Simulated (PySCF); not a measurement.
```xyz
2

Ru    0.0000    0.0000   -0.3001
F     0.0000    0.0000    1.6099
```

Core potentials replace the inner electrons of Ru.

Method: PBE0/cc-pVDZ(-PP), non-relativistic Hamiltonian with scalar-relativistic core potentials where named, at a bond length of 1.910 Å (PySCF).

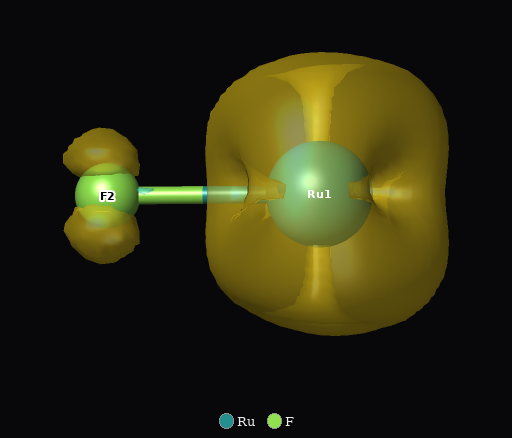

RuF (quartet). Isosurfaces of the spin density (α minus β) at +0.06 (yellow) and −0.06 e/Å³ (cyan), seen from one side.

Where is the unpaired spin?

Answer. The unpaired spin (3 electrons) lies mostly on Ru1 (about 2.9) and F2 (about 0.1), in electrons by Hirshfeld's partition.
